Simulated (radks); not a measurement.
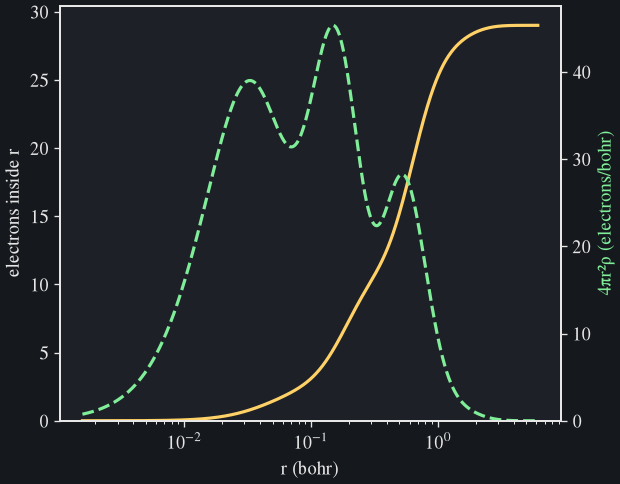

Z = 31.75 with 29 electrons in the configuration [Ar] 3d10 4s1 (high spin). Theory: scalar-relativistic Kohn-Sham, PBE, spin-polarised, spherical densities, point nucleus (computed with the in-house radial solver radks).

The plot shows the number of electrons inside radius r (solid) and the radial density 4πr²ρ (dashed).

### What does the plot show?

The count levels off at 29 electrons. Half of them lie within 0.473 bohr, 90 % within 1.11 bohr and 99 % within 2.29 bohr. The radial density has minima at 0.0703 and 0.329 bohr, where the count stands at 2.1 and 10.9; these part the shells that the density resolves.
